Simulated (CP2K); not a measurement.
Band structure of MgS (F-43m, 2 atoms in the cell).

```
MgS
1.0
    4.00664     0.00000     0.00000
    2.00332     3.46985     0.00000
    2.00332     1.15662     3.27141
Mg S
1 1
Cartesian
  0.00000   0.00000   0.00000
  6.00995   3.46985   2.45355
```

Computed with PBEsol, GPW, DZVP-MOLOPT-SR-GTH basis, GTH-PBE potentials (GTH_POTENTIALS) run with CP2K.

Settings: CUTOFF = 1000 Ry; REL_CUTOFF = 50 Ry; KPOINTS/SCHEME = MONKHORST-PACK 10 10 10; GAMMA_CENTERED = T; XC_FUNCTIONAL = PBE:PBESOL; Mg/BASIS_SET = DZVP-MOLOPT-SR-GTH; Mg/POTENTIAL = GTH-PBE-q10; S/BASIS_SET = DZVP-MOLOPT-SR-GTH; S/POTENTIAL = GTH-PBE-q6; METHOD = GPW; EPS_DEFAULT = 1e-10; EXTRAPOLATION = USE_GUESS; NGRIDS = 5; SCF_GUESS = ATOMIC.

The starting cell comes from a database of computed structures (which also holds hypothetical and non-ambient phases and stackings), without a prior relaxation at this level. Values carry the incompleteness of an atom-centred basis. The potentials were made for another functional than the one used.

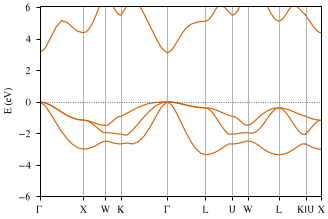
Figure. Bands along the path, energies from the top of the valence band on the SCF mesh.

### Question
Read off roughly the gap and where its edges lie.

### Answer
The gap along the path is about 3.1 eV (computed: 3.10 eV), direct at Γ to within 0.01 eV.

Levels in eV from the top of the valence band on the SCF mesh, bands 5 to 9:
```csv
point,5,6,7,8,9
Γ,-11.30,0.00,0.00,0.00,3.10
X,-10.29,-3.00,-1.16,-1.16,4.38
W,-10.30,-2.49,-1.96,-1.49,6.71
K,-10.32,-2.67,-2.04,-0.92,5.50
L,-10.55,-3.35,-0.37,-0.37,5.12
U,-10.32,-2.67,-2.04,-0.92,5.50
```

Higher empty bands are left out: an atom-centred basis made for the valence describes them poorly.
